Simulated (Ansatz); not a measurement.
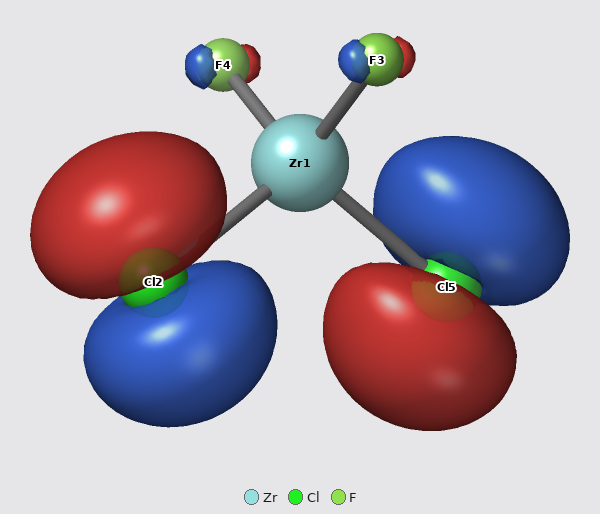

*Cl2F2Zr. The HOMO at ±0.1 Å⁻³ᐟ² (blue and red are the two phases), seen at an oblique angle.*

Core potentials replace the inner electrons of Zr.

All numbers below come from RKS PBE/def2-SVP (Ansatz).

Input file:

```
crystal:
  periodic: [false, false, false]
  atoms:
    - { symbol: Zr, position_ang: [0.0, 0.0, 0.0] }
    - { symbol: Cl, position_ang: [0.0, 0.0, 2.52] }
    - { symbol: F, position_ang: [1.8671, 0.0, -0.6593] }
    - { symbol: F, position_ang: [-0.9326, 1.6157, -0.6593] }
    - { symbol: Cl, position_ang: [-1.1869, -2.0563, -0.8392] }
basis:
  gaussian: { orbitals: def2-SVP }
hamiltonian:
  xc: pbe
relax:
  f_tol: 0.02
  max_steps: 40
output:
  orbitals: {}
```

Run with:

```sh
ansatz run input.yaml --threads 1 --pin off --max-ram 2048MiB --backend cpu --events-out ev --progress --plain --runs-dir out
```

The fields are those of the run's last geometry, not of the input's.

Where does this orbital lie, and at what energy?

Its weight (Hirshfeld) is mainly on Cl2 (about 45 %) and Cl5 (about 45 %); largely a combination of lone pairs on Cl2 and Cl5. Its energy is −8.27 eV.
